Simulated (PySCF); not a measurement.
System: TeI (doublet).

```xyz
2

Te    0.0000    0.0000   -1.3154
I     0.0000    0.0000    1.3466
```

These are results of PySCF 2.14.0, PBE0/x2c-TZVPPall, spin-free X2C-1e, Gaussian nucleus, at a bond length of 2.662 Å, not measurements.

### What will maps of the electron density, electron localisation function and spin density show?

Te–I (2.66 Å): ρ at the midpoint is about 0.52 e/Å³; the ELF peaks at about 0.70 between the atoms.
The unpaired spin (1 electron) lies mostly on Te1 (about 0.9) and I2 (about 0.1), in electrons by Hirshfeld's partition.

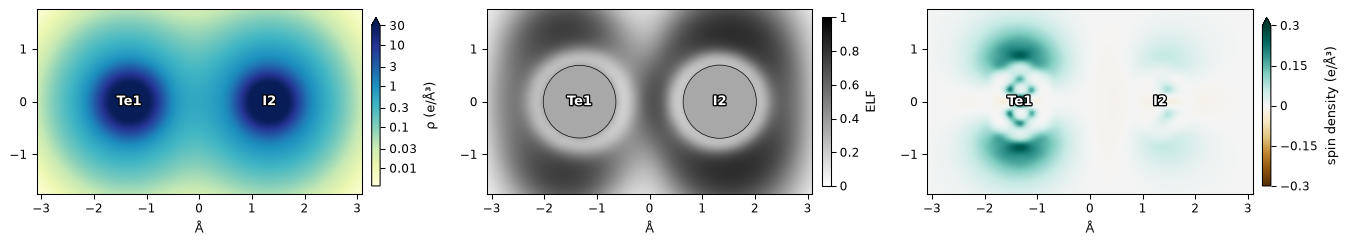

Computed electron density, electron localisation function and spin density on a plane that holds the molecular axis, in this order. Grey discs cover the atomic cores in the ELF map. 
